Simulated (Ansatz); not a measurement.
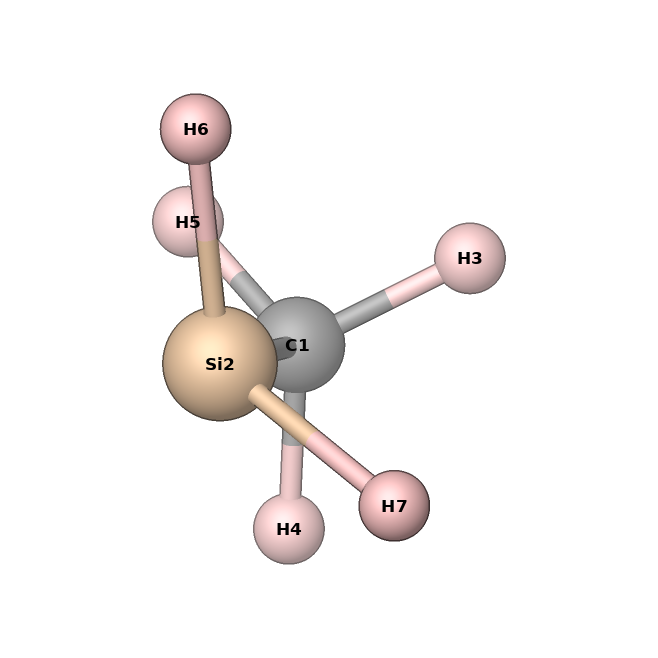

Figure made from data computed with Ansatz.

C1 lies behind Si2. The molecule seen a little off the Si2–C1 bond, Si2 in front. Depth is shown by fading: the farther an atom, the more it takes the colour of the background. Charge 0, doublet. Geometry: a frame of the PBE0-D4/def2-SVP trajectory.

What is the torsion angle H6–Si2–C1–H3? The sign is positive where the front bond must turn clockwise to cover the back bond.

63°, synclinal (gauche).
